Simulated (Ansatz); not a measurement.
**BaZn (Pm-3m): Grüneisen parameters**

Wanted: mode Grüneisen parameters of BaZn (Pm-3m).

Calculated with Ansatz 0.2.0; DFT PBEsol, scalar-relativistic, plane waves, PAW; PAW set soft_1.

## 1. Set-up

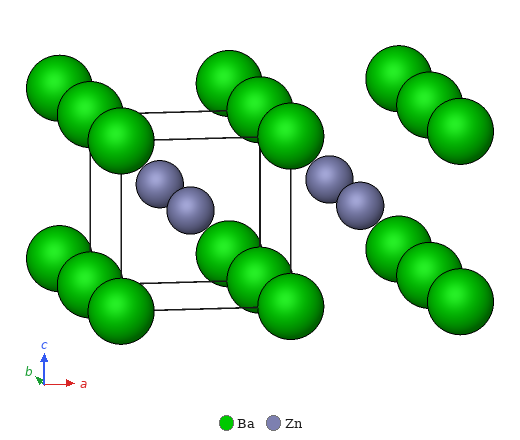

Start, viewed slightly off an axis; barium green, zinc blue. 2×2×1 cells are drawn. Some periodic images of atoms are drawn too.

## 2. The dispersion

The cell comes from relaxations at this level that are not shown. Stability and thermal properties need the whole zone. Linear response on a 4×4×4 q mesh gives force constants as far as a supercell of that size would.

File input.yaml:

```yaml
crystal:
  lattice:
    - [3.9906826975, 0.0, 0.0]
    - [0.0, 3.9906826975, 0.0]
    - [0.0, 0.0, 3.9906826975]
  atoms:
    - { symbol: Ba, position: [0.0, 0.0, 0.0] }
    - { symbol: Zn, position: [0.5, 0.5, 0.5] }
kpoints:
  mp_grid: { grid: [12, 12, 12] }
hamiltonian:
  xc: pbesol
  pseudopotentials: { kind: paw, azcp: { folder: soft_1 }, xc_functional: pbe }
scf:
  occupations: { method: methfessel_paxton, width: 0.2 }
output:
  eigenvalues: true
phonons:
  method: dfpt
  qmesh: [4, 4, 4]
  temperatures: { t_max: 1000, t_step: 50 }
  qpath:
    path:
      - [[0.0, 0.0, 0.0], [0.0, 0.5, 0.0], [0.5, 0.5, 0.0], [0.0, 0.0, 0.0], [0.5, 0.5, 0.5], [0.0, 0.5, 0.0]]
      - [[0.5, 0.5, 0.5], [0.5, 0.5, 0.0]]
    npoints: 10
```

On the command line:

```
ansatz run input.yaml --threads 4 --pin off --max-ram 10240MiB --backend cpu --events-out ev --progress --plain --runs-dir out
```

Numbers of over 12 decimals in the logs are rounded to 6 here.

The program printed:

```text
Engine: ansatz 0.2.0, aarch64-unknown-linux-gnu
Pseudopotentials: kind: paw
Pseudopotential: Ba, paw, valence charge 10, recommended cutoff 420 eV (normal), soft_1/Ba.paw.azcp
Pseudopotential: Zn, paw, valence charge 12, recommended cutoff 420 eV (normal), soft_1/Zn.paw.azcp
Functional definition: PBEsol
  exchange = pbesol_x
  correlation = pbesol_c
Crystal: 2 atoms, lattice volume = 63.554 Å³
Basis set: ecut = 420 eV, 1237 PW (Γ), exchange–correlation on 54×54×54 points (8 copies of the dense FFT grid, shifted against one another)
Bands: 15, of which v1, the nominal top of the filled ones, is band 11 counted from 1 (10 counted from 0)
Symmetry: 48 space group operations
k-points: 84 of 1728
Non-local potential: Ba, projectors of the file, l = 0: 3, l = 1: 2, l = 2: 2, l = 3: 2
Non-local potential: Zn, projectors of the file, l = 0: 2, l = 1: 2, l = 2: 3, l = 3: 1
PAW form: soft (Blöchl's): semilocal exchange-correlation on the pseudo side does not see the compensation charge
PAW frozen core: Ba, regenerated for the run's functional, and the local potential with it (the file was generated under x = pbe(κ = 0.804, μ = 0.219515), c = pbe(β = 0.066725))
PAW frozen core: Zn, regenerated for the run's functional, and the local potential with it (the file was generated under x = pbe(κ = 0.804, μ = 0.219515), c = pbe(β = 0.066725))
PAW one-centre angular grid: Ba, 194 points (default); XC on 64 Gauss nodes
PAW one-centre angular grid: Zn, 590 points (default); XC on 64 Gauss nodes
Initial density: superposition of atomic densities (chi_scale 0.1, normalization cell, long waves kept (reshape's long-wave potential 0.00 eV rms))
Initial wavefunctions: pseudopotential atomic-orbital guess
Functional: x = pbesol(κ = 0.804, μ = 0.123457), c = pbesol(β = 0.046)
SCF iter   1: F=—  HF=-9145.362333 eV  |F-HF|=—  |Δ(HF+E_count)|=         —  Δρ=1.02e-1  dr2=5.98e0  ethr=3.10e-3  ⟨swp⟩=7.3  Hψ=8628  notcnv=0
preconditioner: auto → Kerker (q_TF=auto, 2.286 Å⁻¹)  [metal: Δε(μ)=0.033 eV  Ē_g=8.322 eV  σ=0.200 eV  W_gap=0.14  n_scr=18 (ndim 8)  ℏωp=20.8 eV  f_vac=0.000  D(μ)=1.59/eV (n_scr^D=6)]
SCF iter   2: F=—  HF=-9144.349427 eV  |F-HF|=—  |Δ(HF+E_count)|=    1.01e0  S|Δr|=    0.00e0  Δρ=4.41e-2  dr2=5.50e-1  ethr=3.10e-3  ⟨swp⟩=3.3  Hψ=3760  notcnv=0
SCF iter   3: F=—  HF=-9144.013465 eV  |F-HF|=—  |Δ(HF+E_count)|=   3.36e-1  S|Δr|=    0.00e0  Δρ=1.35e-2  dr2=2.91e-1  ethr=2.50e-3  ⟨swp⟩=2.0  Hψ=2850  notcnv=0
SCF iter   4: F=—  HF=-9143.934708 eV  |F-HF|=—  |Δ(HF+E_count)|=   7.88e-2  S|Δr|=    0.00e0  Δρ=6.93e-3  dr2=4.12e-2  ethr=1.32e-3  ⟨swp⟩=2.2  Hψ=2775  notcnv=0
SCF iter   5: F=—  HF=-9143.930882 eV  |F-HF|=—  |Δ(HF+E_count)|=   3.83e-3  S|Δr|=    0.00e0  Δρ=3.18e-3  dr2=3.95e-3  ethr=1.87e-4  ⟨swp⟩=2.0  Hψ=1868  notcnv=0
SCF iter   6: F=—  HF=-9143.929838 eV  |F-HF|=—  |Δ(HF+E_count)|=   1.04e-3  S|Δr|=    0.00e0  Δρ=4.63e-4  dr2=1.23e-4  ethr=1.80e-5  ⟨swp⟩=2.0  Hψ=2365  notcnv=0
SCF iter   7: F=—  HF=-9143.929829 eV  |F-HF|=—  |Δ(HF+E_count)|=   8.54e-6  S|Δr|=    0.00e0  Δρ=2.78e-4  dr2=3.79e-5  ethr=5.58e-7  ⟨swp⟩=1.9  Hψ=1606  notcnv=0
SCF iter   8: F=—  HF=-9143.929819 eV  |F-HF|=—  |Δ(HF+E_count)|=   1.02e-5  S|Δr|=    0.00e0  Δρ=3.71e-5  dr2=5.86e-7  ethr=1.72e-7  ⟨swp⟩=2.0  Hψ=1853  notcnv=0
SCF iter   9: F=—  HF=-9143.929819 eV  |F-HF|=—  |Δ(HF+E_count)|=   1.09e-8  S|Δr|=    0.00e0  Δρ=8.87e-6  dr2=3.30e-8  ethr=2.67e-9  ⟨swp⟩=2.0  Hψ=1876  notcnv=0
SCF iter  10: F=—  HF=-9143.929819 eV  |F-HF|=—  |Δ(HF+E_count)|=   5.71e-9  S|Δr|=    0.00e0  Δρ=2.08e-6  dr2=1.56e-9  ethr=1.50e-10  ⟨swp⟩=2.0  Hψ=1799  notcnv=0
[...]
the search or the solves at the SCF's close seem to have found levels that the self-consistency loop had missed (the run counts 1). By its estimate they hold under 1e-12 electrons; where the run keeps them, the occupations were computed again with them
SCF 1 converged in 11 iterations: F = -9143.929819 eV  dr2 = 5.59e-12
  greatest PAW one-centre occupation: 0.982 electrons in one spin orbital (limit 2), on the Zn atom at site 1 (counted from 0), in its partial waves of l = 2
Initial density: read from a saved state, or passed on in memory by an earlier SCF of this step, an earlier step, the calling program or the single point that the run made first
[...]
SCF iter   1: F=—  HF=-9143.929818 eV  |F-HF|=—  |Δ(HF+E_count)|=         —  Δρ=9.14e-6  dr2=3.82e-8  ethr=6.67e-6  ⟨swp⟩=2.4  Hψ=10908  notcnv=0
eigensolver tolerance schedule: the retry pair's looser diagonalisation over-reported the residual by 38393.36 of it (diagonalisation noise at an unbounded share of the residual, at the tolerance the schedule requests for it); recorded, not acted on — ethr = c·dr2/N_el stays at c = 1.0e-1
preconditioner: auto → Kerker (q_TF=auto, 2.286 Å⁻¹)  [metal: Δε(μ)=0.026 eV  Ē_g=10.156 eV  σ=0.200 eV  W_gap=0.11  n_scr=18 (ndim 8)  ℏωp=20.8 eV  f_vac=0.000  D(μ)=1.56/eV (n_scr^D=6)]
SCF iter   2: F=—  HF=-9143.929819 eV  |F-HF|=—  |Δ(HF+E_count)|=   7.74e-7  S|Δr|=    0.00e0  Δρ=9.62e-6  dr2=3.01e-8  ethr=1.74e-10  ⟨swp⟩=3.1  Hψ=3109  notcnv=0
SCF iter   3: F=—  HF=-9143.929819 eV  |F-HF|=—  |Δ(HF+E_count)|=   1.14e-8  S|Δr|=    0.00e0  Δρ=3.76e-6  dr2=5.25e-9  ethr=1.37e-10  ⟨swp⟩=2.0  Hψ=1680  notcnv=0
SCF iter   4: F=—  HF=-9143.929819 eV  |F-HF|=—  |Δ(HF+E_count)|=   1.13e-9  S|Δr|=    0.00e0  Δρ=2.35e-6  dr2=2.25e-9  ethr=2.38e-11  ⟨swp⟩=1.8  Hψ=1605  notcnv=0
SCF iter   5: F=—  HF=-9143.929819 eV  |F-HF|=—  |Δ(HF+E_count)|=  5.31e-10  S|Δr|=    0.00e0  Δρ=1.35e-6  dr2=8.16e-10  ethr=1.02e-11  ⟨swp⟩=1.7  Hψ=1550  notcnv=0
SCF iter   6: F=—  HF=-9143.929819 eV  |F-HF|=—  |Δ(HF+E_count)|=  1.26e-10  S|Δr|=    0.00e0  Δρ=1.04e-6  dr2=4.98e-10  ethr=3.71e-12  ⟨swp⟩=1.0  Hψ=1260  notcnv=0
SCF iter   7: F=—  HF=-9143.929819 eV  |F-HF|=—  |Δ(HF+E_count)|=  1.18e-10  S|Δr|=    0.00e0  Δρ=6.56e-7  dr2=1.94e-10  ethr=2.27e-12  ⟨swp⟩=1.0  Hψ=1260  notcnv=0
SCF iter   8: F=—  HF=-9143.929819 eV  |F-HF|=—  |Δ(HF+E_count)|=  4.91e-11  S|Δr|=    0.00e0  Δρ=4.13e-7  dr2=7.64e-11  ethr=1.00e-12  ⟨swp⟩=1.0  Hψ=1260  notcnv=0
SCF iter   9: F=—  HF=-9143.929819 eV  |F-HF|=—  |Δ(HF+E_count)|=  7.28e-12  S|Δr|=    0.00e0  Δρ=3.57e-7  dr2=5.71e-11  ethr=1.00e-12  ⟨swp⟩=1.0  Hψ=1260  notcnv=0
SCF iter  10: F=-9143.929819 eV  HF=-9143.929819 eV  |F-HF|=1.82e-12  |Δ(HF+E_count)|=  2.55e-11  S|Δr|=    0.00e0  Δρ=2.12e-8  dr2=1.41e-13  ethr=1.00e-12  ⟨swp⟩=1.6  Hψ=3601  notcnv=0
SCF 2 converged in 10 iterations: F = -9143.929819 eV  dr2 = 1.41e-13
phonons: the bands overlap, so this run is a metal and interpolates without the dipole-dipole term. If the crystal is really an insulator or semiconductor, its LO-TO splitting is missing
NSCF: frozen V_eff on 84 k-points
WARN: eigensolver did not converge in 4 slots of this pass, the one above among them; of largest residual over every band (k=12): 1 band(s) unlocked (lowest unlocked band 14, counted from 0; max residual 6.22e-5 eV among the unlocked bands, 6.22e-5 eV over every band); of lowest unlocked band (k=5): band 14
NSCF: frozen V_eff on 196 k-points
DFPT response loops at q = (0, 0, 0) (fractional): preconditioner auto → Kerker (q_TF=auto, 2.286 Å⁻¹) (partly filled bands, converged f_vac=0.000); β = 1.00, the filter's whole step (`scf.mixing.beta` (0.50) is not read by the response loops under this deck's `scf.mixing.preconditioner`; to damp them name `kerker` or `kerker_dos`, under which they read `scf.mixing.beta`, and type it under 1.00, their step now; both keys bind the ground state too); Broyden in place of MSR1
NSCF: frozen V_eff on 1176 k-points
DFPT response loops at q = (0, 0, 0.25) (fractional): mixed as the last ones told, above
NSCF: frozen V_eff on 686 k-points
DFPT response loops at q = (0, 0, -0.5) (fractional): mixed as the last ones told, above
NSCF: frozen V_eff on 2016 k-points
DFPT response loops at q = (0, 0.25, 0.25) (fractional): mixed as the last ones told, above
NSCF: frozen V_eff on 1176 k-points
DFPT response loops at q = (0, 0.25, -0.5) (fractional): mixed as the last ones told, above
NSCF: frozen V_eff on 686 k-points
DFPT response loops at q = (0, -0.5, -0.5) (fractional): mixed as the last ones told, above
NSCF: frozen V_eff on 1872 k-points
DFPT response loops at q = (0.25, 0.25, 0.25) (fractional): mixed as the last ones told, above
NSCF: frozen V_eff on 2016 k-points
DFPT response loops at q = (0.25, 0.25, -0.5) (fractional): mixed as the last ones told, above
NSCF: frozen V_eff on 1176 k-points
DFPT response loops at q = (0.25, -0.5, -0.5) (fractional): mixed as the last ones told, above
NSCF: frozen V_eff on 392 k-points
DFPT response loops at q = (-0.5, -0.5, -0.5) (fractional): mixed as the last ones told, above
SCF converged after 11 iterations
Stability not checked: this state was not tested for a lower state beside it, because cold or Methfessel-Paxton smearing, or corrected tetrahedra, fill the levels in a way that the test cannot read (fill_not_monotonic; see scf.lower_state_search)
Free energy (F): -9143.929819 eV
Harris-Foulkes:  -9143.929819 eV  (|F-HF|=3.64e-12)
Internal energy: -9143.929226 eV  (E = F + TS)
E sigma→0 (E₀):  -9143.929671 eV
Entropy (-TS):   -0.000593 eV (-0.297 meV/atom)
Fermi energy:    8.330175 eV
--- Per-component energies (eV) ---
  E_band       = -30.884275
  E_kinetic    = 305.912172
  E_local      = -2439.185222  (includes V_loc(G=0)·N_el)
  E_nonlocal   = 912.549711
  E_hartree    = 913.110014
  E_xc         = -273.030402
  E_vxc        = -177.886491  (∫ρ·V_xc dr)
  E_paw        = -6967.977644  (= ΣΔE_a)
  E_vpaw       = -458.494252  (= ΣTr[D̂ρ^β])
  E_aug_tail   = -0.000265  (compensation charges beyond the density's cutoff)
  E_ewald      = -1596.256384
  E_core_change = 0.948793  (= ΣΔE_core)
  E_smearing   = -0.000593  (= −TS)
  E_closure    = 0.000000  (closes the sum)
  Σ components = -9143.929819   (vs F -9143.929819, Δ=0.00e0)
--- Band table (eV; the first three rows and the last of 84) ---
  k-point 0: bands = [... 7 lower, 1.3904, 1.3904, 2.8783, 8.8314, 8.8314, 12.1053, 12.1053, 12.1053]
  k-point 1: bands = [... 7 lower, 1.3907, 1.3908, 2.9790, 8.8561, 8.8637, 11.8361, 11.8361, 11.8398]
  k-point 2: bands = [... 7 lower, 1.3919, 1.3920, 3.2638, 8.7747, 8.9568, 11.3143, 11.3143, 11.5210]
  k-point 83: bands = [... 7 lower, 1.4601, 1.4601, 6.4977, 6.9818, 6.9818, 6.9818, 14.2052, 14.2052]
--- Phonons (Γ-DFPT): 2 representative perturbations + reference (Σ response iterations 7) ---
  ASR residual: 6.621e-5 → 0.000e0 eV/Å²; symmetrization residual: 3.711e-6 eV/Å²
  ASR residual per site (eV/Å²): 6.62e-5 1.73e-5
  Γ frequencies (cm⁻¹): 0.00 0.00 0.00 105.41 105.41 105.41
--- Phonons (arbitrary-q DFPT): 10 irreducible q on the 4×4×4 mesh ---
  q = [0.0000, 0.0000, 0.0000] (star 1, of the zone-centre solve; hermiticity 4.10e-6, symmetrization 2.12e-12): -0.00 0.00 0.00 105.41 105.41 105.41
  q = [0.0000, 0.0000, 0.2500] (star 6, 4 solved perturbations in 1848 linear systems a pass and spin channel, the states on 588 of 1728 k-point pairs; hermiticity 1.69e-6, symmetrization 7.59e-13): 38.06 38.06 53.26 94.46 99.58 99.58
  q = [0.0000, 0.0000, -0.5000] (star 3, 4 solved perturbations in 1078 linear systems a pass and spin channel, the states on 343 of 1728 k-point pairs; hermiticity 3.44e-14, symmetrization 1.56e-12): 60.56 60.56 73.50 85.03 91.90 91.90
  q = [0.0000, 0.2500, 0.2500] (star 12, 4 solved perturbations in 3108 linear systems a pass and spin channel, the states on 1008 of 1728 k-point pairs; hermiticity 3.70e-6, symmetrization 1.69e-13): 36.47 48.86 75.27 82.65 95.58 97.20
  q = [0.0000, 0.2500, -0.5000] (star 12, 6 solved perturbations on 588 of 1728 k-point pairs; hermiticity 5.88e-6, symmetrization 9.68e-14): 41.48 55.10 61.79 87.79 91.72 91.84
  q = [0.0000, -0.5000, -0.5000] (star 3, 4 solved perturbations in 1078 linear systems a pass and spin channel, the states on 343 of 1728 k-point pairs; hermiticity 9.96e-6, symmetrization 8.16e-13): 36.05 36.05 51.60 86.66 86.66 89.88
  q = [0.2500, 0.2500, 0.2500] (star 8, 2 solved perturbations on 936 of 1728 k-point pairs; hermiticity 4.06e-6, symmetrization 3.68e-13): 51.98 51.98 65.63 86.71 92.80 92.80
  q = [0.2500, 0.2500, -0.5000] (star 12, 4 solved perturbations in 3108 linear systems a pass and spin channel, the states on 1008 of 1728 k-point pairs; hermiticity 5.11e-6, symmetrization 8.35e-13): 43.94 62.13 69.53 80.82 82.83 92.31
  q = [0.2500, -0.5000, -0.5000] (star 6, 4 solved perturbations in 1848 linear systems a pass and spin channel, the states on 588 of 1728 k-point pairs; hermiticity 7.55e-6, symmetrization 5.92e-13): 48.78 48.78 64.23 79.87 83.58 83.58
  q = [-0.5000, -0.5000, -0.5000] (star 1, 2 solved perturbations on 196 of 1728 k-point pairs; hermiticity 7.48e-14, symmetrization 2.84e-12): 68.49 68.49 68.49 81.39 81.39 81.39
  sum rule: each row above includes the acoustic sum rule's correction from the zone centre's row sums; it moved no ω² by more than (0.36 cm⁻¹)²
  mesh force constants: q→R imaginary residual 1.63e-18; ASR residual 6.621e-5 → 0.000e0 eV/Å²; symmetrization residual 2.665e-15 eV/Å²
  interpolated dispersion: 62 rows × 6 modes
  density of states and harmonic sums: on the 16×16×16 q-mesh, interpolated from the force constants of a 4×4×4 supercell (no non-analytic term)
  largest difference from the sums on the solved wave vectors: F 1.52e-2 eV, S 1.91e-5 and C_V 3.98e-6 eV/K
  zero-point energy: 0.026590 eV/cell   skipped modes (ω ≤ 0): 3   left out of the sums: 1.22e-4 of the cell's modes: C_V's classical limit lies that fraction below 3 k_B per atom; for a crystal, a wire or a layer, F and S can be off by more, and a phonons.interpolated_qmesh denser along its periods is the remedy for the sampling
```

It took 7.6 min on 4 threads of Arm Neoverse V2, shared host; peak memory 2.5 GiB; 30 min of CPU time.

In the SCF lines HF is the Harris–Foulkes energy and dr2 the Hartree energy of the density residual, in eV; the loop may stop once dr2 is under the threshold and the program's other checks hold. Hψ counts applications of the Hamiltonian.

This step gave:

| Property | Result |
| --- | --- |
| volume per atom | 31.78 Å³ |
| gap on the k-mesh | 0 eV |
| sum-rule residual before enforcement | 6.62e-5 eV/Å² |
| lowest frequency on the path | 0 cm⁻¹ |
| point group | m-3m |
| highest frequency on the path or at a solved wavevector | 105.4 cm⁻¹ |
| mean frequency | 71.5 cm⁻¹ |
| Debye temperature (second moment) | 138 K |
| logarithmic mean frequency | 68 cm⁻¹ |
| highest optical mode at the zone centre (no LO-TO term) | 105.4 cm⁻¹ |
| lowest optical zone-centre mode | 105.4 cm⁻¹ |
| lowest mode on the q mesh (acoustic modes at Γ apart) | 36.05 cm⁻¹ |
| zero-point energy per atom | 13.3 meV |
| heat capacity at 300 K | 24.68 J/(mol atoms K) |
| vibrational entropy at 300 K | 53.02 J/(mol atoms K) |

Frequencies (cm⁻¹) solved at each irreducible wavevector; negative means imaginary. Frequencies by wavevector, by row:

| q in reciprocal lattice units | star | mode 1 | mode 2 | mode 3 | mode 4 | mode 5 | mode 6 |
| --- | --- | --- | --- | --- | --- | --- | --- |
| 0 0 0 | 1 | 0 | 0 | 0 | 105.4 | 105.4 | 105.4 |
| 0 0 0.25 | 6 | 38.1 | 38.1 | 53.3 | 94.5 | 99.6 | 99.6 |
| 0 0 -0.5 | 3 | 60.6 | 60.6 | 73.5 | 85 | 91.9 | 91.9 |
| 0 0.25 0.25 | 12 | 36.5 | 48.9 | 75.3 | 82.7 | 95.6 | 97.2 |
| 0 0.25 -0.5 | 12 | 41.5 | 55.1 | 61.8 | 87.8 | 91.7 | 91.8 |
| 0 -0.5 -0.5 | 3 | 36 | 36 | 51.6 | 86.7 | 86.7 | 89.9 |
| 0.25 0.25 0.25 | 8 | 52 | 52 | 65.6 | 86.7 | 92.8 | 92.8 |
| 0.25 0.25 -0.5 | 12 | 43.9 | 62.1 | 69.5 | 80.8 | 82.8 | 92.3 |
| 0.25 -0.5 -0.5 | 6 | 48.8 | 48.8 | 64.2 | 79.9 | 83.6 | 83.6 |
| -0.5 -0.5 -0.5 | 1 | 68.5 | 68.5 | 68.5 | 81.4 | 81.4 | 81.4 |

Symmetry leaves 10 wavevectors to solve. The lowest mode among them, the acoustic zeros apart, lies at q = (0, -0.5, -0.5) and is real, 36.0 cm⁻¹.

## 3. Relaxing at another volume, volume ratio 0.97

The volume is scaled by 0.97 and held; symmetry leaves nothing to relax, so this is a single point. The modes can then be followed against volume.

input.yaml, the sections that differ from step 2:

```yaml
crystal:
  lattice:
    - [3.9503700151, 0.0, 0.0]
    - [0.0, 3.9503700151, 0.0]
    - [0.0, 0.0, 3.9503700151]
  atoms:
    - { symbol: Ba, position: [0.0, 0.0, 0.0] }
    - { symbol: Zn, position: [0.5, 0.5, 0.5] }
output:
  forces: true
  stress: true
  eigenvalues: true
# kpoints, hamiltonian, scf: as in step 2
# phonons: removed
```

The program printed:

```text
[...]
Crystal: 2 atoms, lattice volume = 61.647 Å³
Basis set: ecut = 420 eV, 1213 PW (Γ), exchange–correlation on 54×54×54 points (8 copies of the dense FFT grid, shifted against one another)
Bands: 15, of which v1, the nominal top of the filled ones, is band 11 counted from 1 (10 counted from 0)
Symmetry: 48 space group operations
[...]
k-points: 84 of 1728
[...]
P = ⅓ Tr σ = 0.7973 GPa (7.973 kbar)
--- Band table (eV; the first three rows and the last of 84) ---
  k-point 0: bands = [... 7 lower, 1.6903, 1.6903, 3.1398, 9.1311, 9.1311, 12.5125, 12.5125, 12.5125]
  k-point 1: bands = [... 7 lower, 1.6909, 1.6909, 3.2455, 9.1631, 9.1640, 12.2359, 12.2359, 12.2484]
  k-point 2: bands = [... 7 lower, 1.6925, 1.6925, 3.5433, 9.1028, 9.2585, 11.6968, 11.6968, 11.9198]
  k-point 83: bands = [... 7 lower, 1.7647, 1.7647, 6.8477, 7.2306, 7.2306, 7.2306, 14.6939, 14.6939]
[key lines of the parts left out:]
SCF converged after 9 iterations
Free energy (F): -9143.925210 eV
Fermi energy:    8.654655 eV
```

Run time: 1.7 s. Hardware: 4 threads; peak memory 0.37 GiB; 5.9 s of CPU time.

Numbers from this step:

- pressure: 0.7973 GPa
- volume per atom: 30.82 Å³

The run ends at a pressure of 0.80 GPa.

[end of part 1 of 2]

[Logs are printed without paths, hosts, clocks, repeated set-up lines and the standing remarks that a program may print on its own settings, such as how far it seeks lower states.]

[Hosts, paths, dates, database ids (printed as entryN), source tags and the programs' standing remarks are cut or masked in the printed files.]
